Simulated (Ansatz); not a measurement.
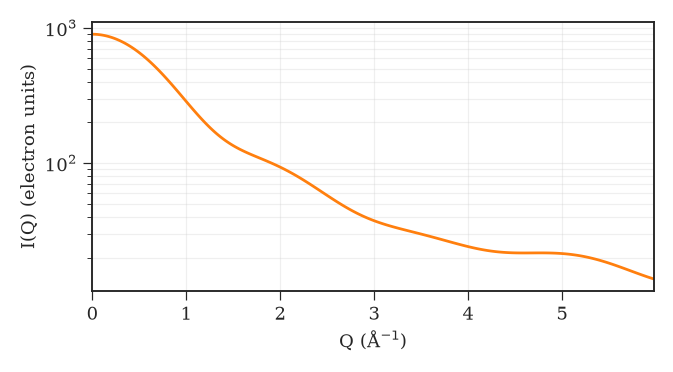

Elastic X-ray scattering of a randomly oriented, rigid molecule, calculated with the Debye equation from neutral-atom form factors (independent atoms, no Compton part, no vibration). The geometry is the end point of an optimisation (RKS B3LYP-D4/def2-SVP (Ansatz 0.2.0)); it may be a saddle point or a higher isomer. It contains C, B, O, H.

### How many electrons does the independent-atom model of the molecule hold?

I(0) is the square of the electron number: I(0) = 900, so about 30 electrons, the count of CH6B2O.

### What radius of gyration does the initial fall-off give?

From I(Q) ≈ I(0) exp(−Q²R²/3) at small Q, R ≈ 1.95 Å. It is larger than the electron-weighted radius of the nuclear positions alone (1.78 Å), because each atom's electron cloud adds to it.
